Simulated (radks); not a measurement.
System: a free Si atom, configuration [Ne] 3s2 3p2 (high spin). Method: scalar-relativistic Kohn-Sham, r2SCAN, spin-polarised, spherical densities, finite nucleus; computed with the in-house radial solver radks.

Wanted: the number of electrons inside radius r (solid) and the radial density 4πr²ρ (dashed).

The count levels off at 14 electrons. Half of them lie within 0.572 bohr, 90 % within 2.67 bohr and 99 % within 4.76 bohr. The radial density has minima at 0.195 and 1.35 bohr, where the count stands at 2.2 and 10.3; these part the shells that the density resolves.

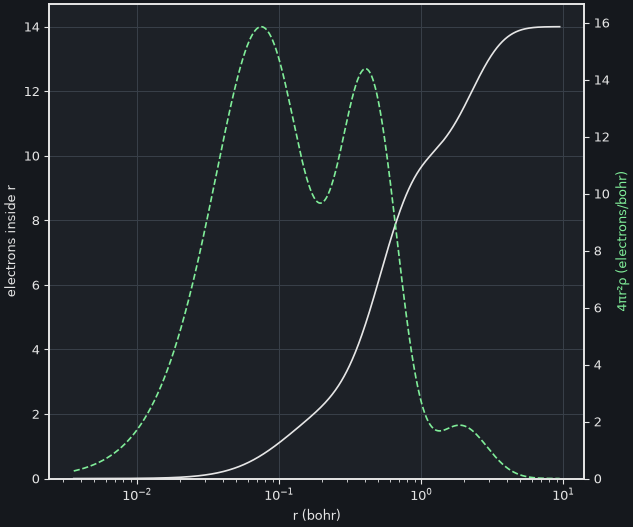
